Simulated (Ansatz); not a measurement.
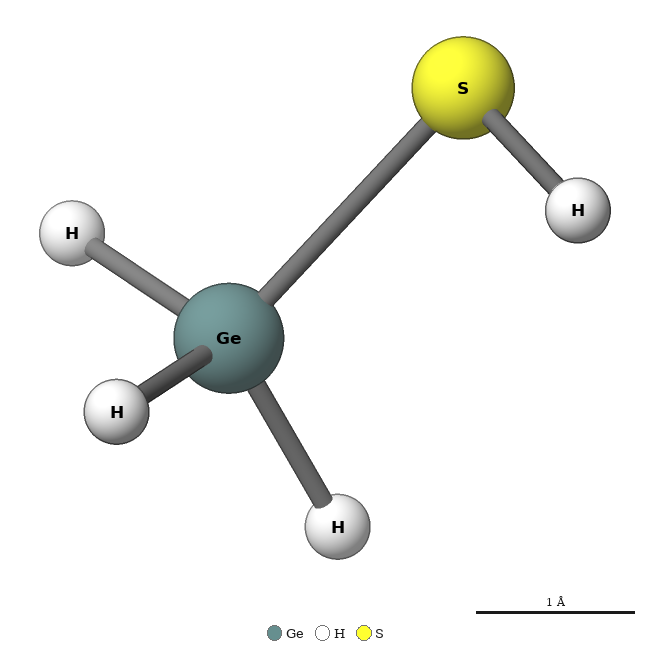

Ball-and-stick drawing of a structure.

The computed structure is the end point of a PBE0-D4/def2-TZVP optimisation.

What is the molecular formula?

Answer. GeH4S, 6 atoms: 1 germanium, 4 hydrogen and 1 sulfur.

What is the point group of this geometry?

Answer. Cs.

How many sets of symmetry-equivalent atoms are there?

Answer. 5: 1 Ge, 1 H, 2 H, 1 S, 1 H.

Count the bonded pairs by element.

Answer. 3 Ge–H, 1 Ge–S, 1 S–H. Sticks follow a distance rule.

The parts below concern this one geometry. Atoms keep their numbers from picture to picture.

## Electronic properties

Level of theory: RKS PBE0-D4/def2-TZVP (Ansatz 0.2.0).

What does the calculation give?

- dipole moment: 1.31 D
- harmonic zero-point energy: 85.1 kJ/mol

## Vibrations

Harmonic vibrations computed with RKS PBE0-D4/def2-TZVP (Ansatz 0.2.0) at a stationary point of the same level.

List the wavenumbers.

Answer. 12 modes: 156, 410, 507, 569, 783, 836, 869, 885, 2157, 2158, 2184, 2716 cm⁻¹.

## Charges

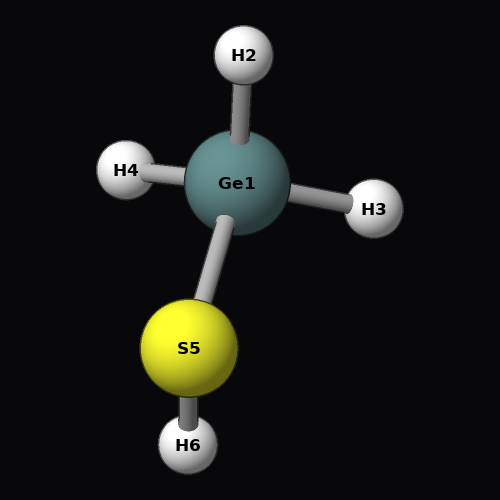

The questions are on Mulliken charges. Level of theory: RKS PBE0-D4/def2-TZVP (Ansatz 0.2.0).

Which atom carries the highest charge (most positive or least negative)?

Answer. H6 (0.17 e).

And the lowest?

Answer. S5 (−0.38 e).

Give the Mulliken charges atom by atom.

| atom | value (e) |
| --- | --- |
| Ge1 | 0.14 |
| H2 | 0.03 |
| H3 | 0.02 |
| H4 | 0.02 |
| S5 | −0.38 |
| H6 | 0.17 |

Mulliken values depend strongly on the basis set and can even reverse the polarity of a bond.
